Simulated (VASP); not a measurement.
Band structure of PbO2 (rutile). Level of theory: revPBE GGA, VASP's PBE PAW potentials (set 64) (plane waves; VASP).

Unless said otherwise, spin-orbit coupling is left out, though it shifts the bands of the heavy elements here.

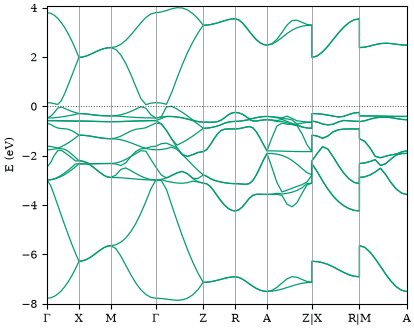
Figure: Bands along high-symmetry lines, zero at the valence-band maximum or, without a gap, the Fermi level

**Question.** Read the plot: is there a gap, and where are the band edges?

**Answer.** The gap is indirect, 0.07 eV, from the valence maximum at Γ-Z at 0.33 to the conduction minimum at M-Γ at 0.78. (Edges off the drawn lines would not show.)

The compound is PbO2 in the rutile structure. It was relaxed first, which changed the volume by +9 %.
